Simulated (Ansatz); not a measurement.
Fields on a plane of KCl (rock salt)

```xyz
2
Lattice="0.0000 3.1906 3.1906 3.1906 0.0000 3.1906 3.1906 3.1906 0.0000" Properties=species:S:1:pos:R:3 pbc="T T T"
Cl     0.0000     0.0000     0.0000
K      3.1906     3.1906     3.1906
```

The slice is a {100} plane (indices of the conventional cell) through the point (0.500, 0.500, 0.500) (fractional), spanned by u = [100] and v = [0 1 -1] in vectors of this cell: u (4.51 Å) and v (4.51 Å, at 90° to u). It covers one period; positions are fractions (u, v).

Atoms on it: Cl at (0.50, 0.50); K at (0.00, 0.00).

Computed with PBE (plane waves to 420 eV, PAW, scalar-relativistic; Ansatz, a program for electronic structure). k mesh 9×9×9. These are valence fields of a PAW run, semicore shells included where kept as valence: close to a nucleus they are smooth pseudo fields. KCl was relaxed with its symmetry unable to fall.

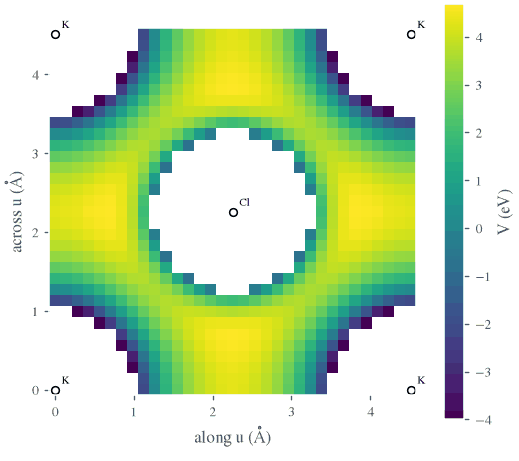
Fig. 1. Electrostatic potential energy of an electron, from the cell's mean, in eV, one period of the plane, atoms marked. Points within 1 Å of a nucleus are left white, as the pseudised field means little there. Values under -4 eV are set to -4. The zero, the cell's mean, hangs on the PAW cores.

```
|xxxx@@@%+:             :+%@@@xxx|
|xxx@@@@#=.             .=#@@@@xx|
|xx@@@@%*-      ...      -*%@@@@x|
|@@@@@@#=.    .:---:.    .=#@@@@@|
|@@@@@#+:    .-=+++=-.    :+#@@@@|
|@@@%#+:    .=+*###*+=.    :+#%@@|
|%%#*=:    :=*#%%%%%#*=:    :=*#%|
|*+=-.    :=#%%@@@@@%%#=:    .-=+|
|::.     :=#%@@@@@@@@@%#=:     .:|
|       :=#%@@@@@@@@@@@%#=:      |
|      .=#%@@@@@@@@@@@@@%#=.     |
|     .=*%@@@@@@@@@@@@@@@%*=.    |
|    .-+#%@@@@@@xxx@@@@@@%#+-.   |
|    :=*%@@@@@@xxxxx@@@@@@%*=:   |
|   .-+#%@@@@@xxxxxxx@@@@@%#+-.  |
|   .-+#%@@@@@xxxxxxx@@@@@%#+-.  |
|   .-+#%@@@@@xxxxxxx@@@@@%#+-.  |
|    :=*%@@@@@@xxxxx@@@@@@%*=:   |
|    .-+#%@@@@@@xxx@@@@@@%#+-.   |
|     .=*%@@@@@@@@@@@@@@@%*=.    |
|      .=#%@@@@@@@@@@@@@%#=.     |
|       :=#%@@@@@@@@@@@%#=:      |
|::.     :=#%@@@@@@@@@%#=:     .:|
|*+=-.    :=#%%@@@@@%%#=:    .-=+|
|%%#*=:    :=*#%%%%%#*=:    :=*#%|
|@@@%#+:    .=+*###*+=.    :+#%@@|
|@@@@@#+:    .-=+++=-.    :+#@@@@|
|@@@@@@#=.    .:---:.    .=#@@@@@|
|xx@@@@%*-      ...      -*%@@@@x|
|xxx@@@@#=.             .=#@@@@xx|
|xxxx@@@%+:             :+%@@@xxx|
|xxxx@@@%*:             :*%@@@xxx|
```
Scale: ten equal steps from 0.01 (start of ' ') to 0.88 (end of '@'), in the order ' .:-=+*#%@'. Values: electron localisation function (ELF). The map has 32 points along u (one character each, u = 0 at the left) and 32 along v (v = 0 in the bottom row). Points within 0.5 Å of a nucleus are blanked (x), as the pseudised field means little there.
